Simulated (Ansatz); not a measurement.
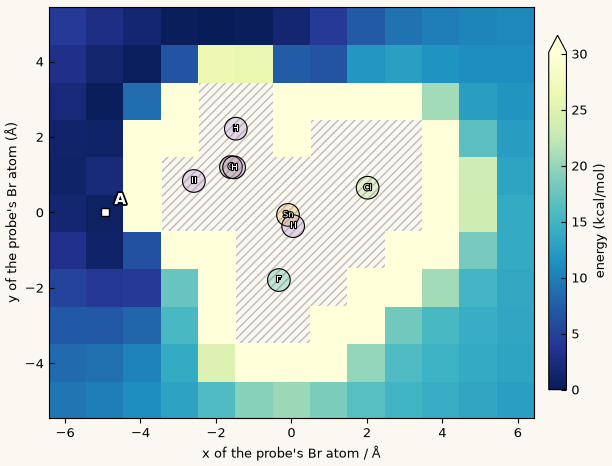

CH₄ClFSn (SMILES [CH3][SnH]([F])[Cl]) with the probe Br-. 
- The probe is moved over the molecule's main plane.
- The first coordinate is: x of the probe's Br atom; the second: y of the probe's Br atom.
- Nothing is relaxed (molecule and probe rigid).
- The scan uses a 13 × 11 grid. At 30 points there is no value (left out of the scan, as a rule where atoms come close).
- Points are written as (first, second).
- Energies: kcal/mol, counted from the lowest grid point.
- Energies and slopes of some neighbouring points disagree (a jump in structure or state, or too coarse a mesh).
- Method: RHF/def2-SVPD (Ansatz).

The picture shows one coloured cell a grid point, labelled circles for the molecule's atoms, projected on the plane, one colour for all values above the top of the scale, hatched blanks where no value was computed, the point A.

### Is A at rest? If not, where is it pushed?

A, at (−4.95 Å, 0.00 Å), is not a stationary point. The computed force is 0.26 eV/Å in the plane, pointing left in the picture (components −0.25 and −0.06 eV/Å).
